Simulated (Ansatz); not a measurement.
**H$_{4}$Si$_{4}$ (SMILES [Si]1[SiH]=[SiH][SiH2]1): density, localisation and related maps**

The calculation's input:

```
crystal:
  periodic: [false, false, false]
  atoms:
    - {symbol: Si, position_ang: [-1.879135, 2.794806, 1.099377]}
    - {symbol: Si, position_ang: [-3.733617, 1.735316, 0.455885]}
    - {symbol: Si, position_ang: [-2.321146, 0.015620, 0.305667]}
    - {symbol: Si, position_ang: [-1.148096, 0.769622, 2.122723]}
    - {symbol: H, position_ang: [-4.925413, 2.055034, -0.385294]}
    - {symbol: H, position_ang: [-1.658073, -0.474148, -0.953162]}
    - {symbol: H, position_ang: [-1.719038, 0.421242, 3.454885]}
    - {symbol: H, position_ang: [0.333467, 0.571952, 2.127420]}
basis:
  gaussian: {orbitals: def2-TZVPD}
hamiltonian: {xc: pbe0}
output: {forces: true, orbitals: {seedname: orbitals}}
```

Launched as:

```sh
ansatz run input.yaml --threads 1 --pin off --max-ram 2610MiB --events-out events.jsonl --progress --plain --runs-dir runs
```

Geometry: r2SCAN-D4/def2-SVP.

Computed with Ansatz 0.2.0, isolated molecule in a Gaussian basis; Kohn-Sham density functional theory, functional PBE0.

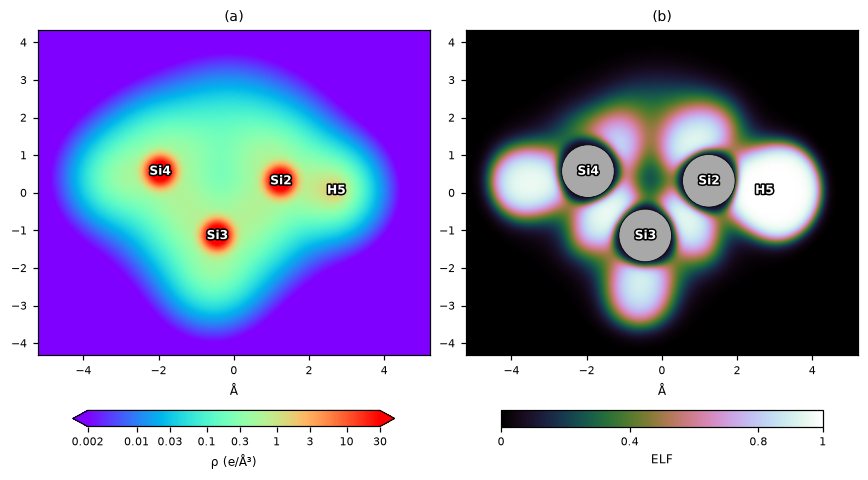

Figure 1. (a) total electron density; (b) electron localisation function on the plane of atoms Si2, Si3 and Si4. Grey discs cover the atomic cores in the ELF map.

Question: Describe what can be read from this map.

Answer: The section cuts through Si and H sites. Si–Si (2.23 Å): the density is about 0.62 e/Å³ at the midpoint; the ELF peaks at about 0.90 between the atoms (a shared electron pair). Si–H (1.49 Å): ρ at the midpoint is about 0.8 e/Å³; the ELF climbs to about 1 towards the hydrogen, as it does in any bond to H. Si–Si (2.29 Å): the density is about 0.6 e/Å³ at the midpoint; the ELF peaks at about 0.95 between the atoms: a covalent bond.

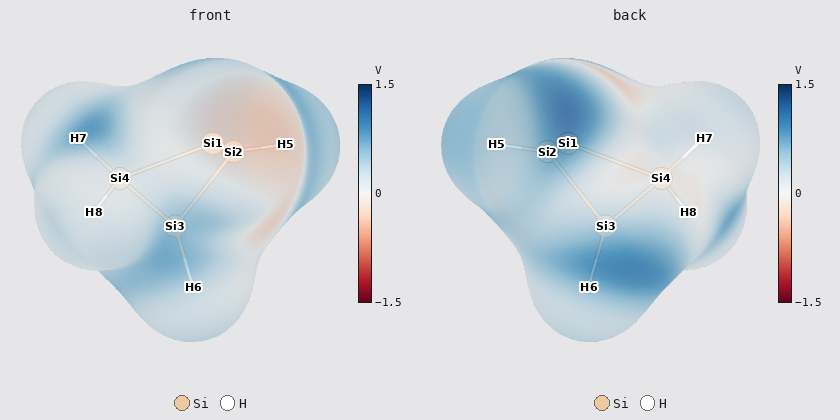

Figure 2. The molecular electrostatic potential painted on the density surface at 0.002 e/bohr³, seen from the front and from behind; red is negative and blue positive.

Question: Describe the electrostatic potential map.

Answer: The most negative region (about −0.4 V) lies over Si1, the most positive (about +1.1 V) over Si2.

Question: What dipole moment does the calculation give?

Answer: Its dipole moment is 0.97 D.

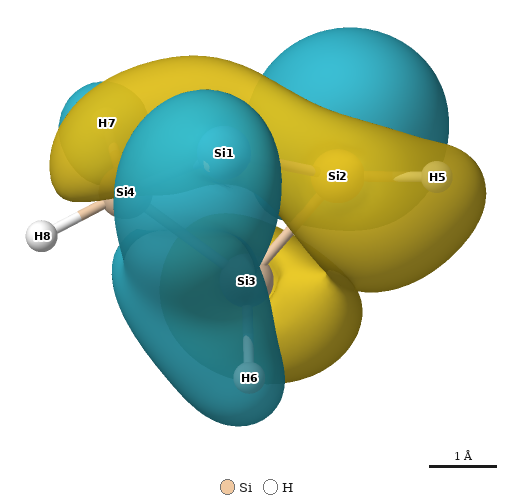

Figure 3. The LUMO at ±0.06 Å⁻³ᐟ² (yellow and cyan are the two phases), seen at a tilt.

Question: What is the character of this orbital?

Answer: Its weight (Hirshfeld) is mainly on Si2 (about 40 %), Si1 (about 25 %), Si3 (about 20 %) and Si4 (about 10 %). Its energy is −2.60 eV.
